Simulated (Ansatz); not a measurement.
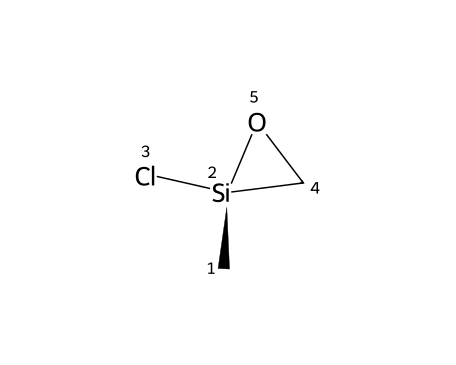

Skeletal drawing with numbered atoms; wedges and dashes mark any stereocentres. The configuration is that of a computed structure (PBE0-D4/def2-TZVP).

What are the Cahn–Ingold–Prelog descriptors?

Answer. Si2: S.

Give a SMILES with the stereochemistry.

Answer. C[Si@]1(Cl)CO1
